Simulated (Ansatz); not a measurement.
The structure below was relaxed with PBEsol/PAW in Ansatz (a program for electronic structure), no SOC, at pressure 30 GPa.

```yaml
crystal:
  lattice:
    - [0.00000, 3.29594, 3.29594]
    - [3.29594, 0.00000, 3.29594]
    - [3.29594, 3.29594, 0.00000]
  atoms:
    - { symbol: I, position: [0.75000, 0.75000, 0.75000] }
    - { symbol: Cs, position: [0.00000, 0.00000, 0.00000] }
```

Find the space group and the Wyckoff positions.

Space group F-43m (No. 216); a = b = c = 6.592 Å, α = β = γ = 90.00°

```csv
atom,site,symmetry,x,y,z
I,4c,-43m,0.2500,0.2500,0.2500
Cs,4a,-43m,0.0000,0.0000,0.0000
```

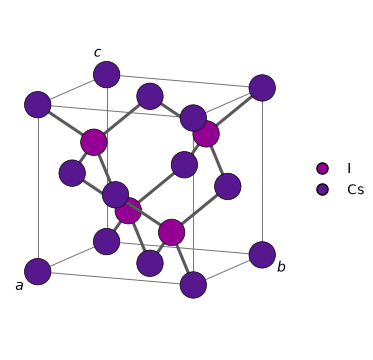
The conventional cell

Load acts through the strain it causes; cell and atoms are relaxed under it. Stability against distortions was not tested. Competing high-pressure phases were not computed. The cell was made from CsI in the zinc blende structure (space group F-43m, No. 216; a hypothetical phase, not in the database extracts checked) by this change: pressure 30 GPa.
